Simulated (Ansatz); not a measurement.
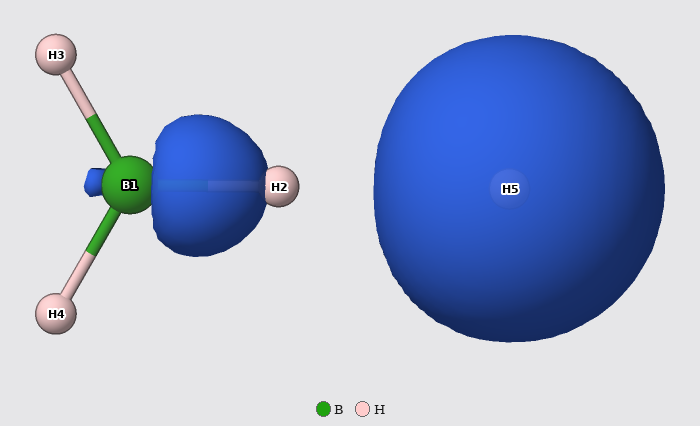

The picture shows: BH3···H (doublet). Isosurface of the spin density at +0.02 e/Å³ (blue), seen across its widest extent.

Computed with UKS B3LYP/def2-SVP in Ansatz.

```
atom    x (Å)   y (Å)    z (Å)
   B   0.0000  0.0000  -0.0834
   H   0.0000  0.0000   1.1164
   H   1.0448  0.0000  -0.6819
   H  -1.0448  0.0000  -0.6819
   H   0.0000  0.0000   2.9807
```

> Which atoms carry the spin?

The unpaired spin (1 electron) lies mostly on H5 (about 0.9), in electrons by Hirshfeld's partition.
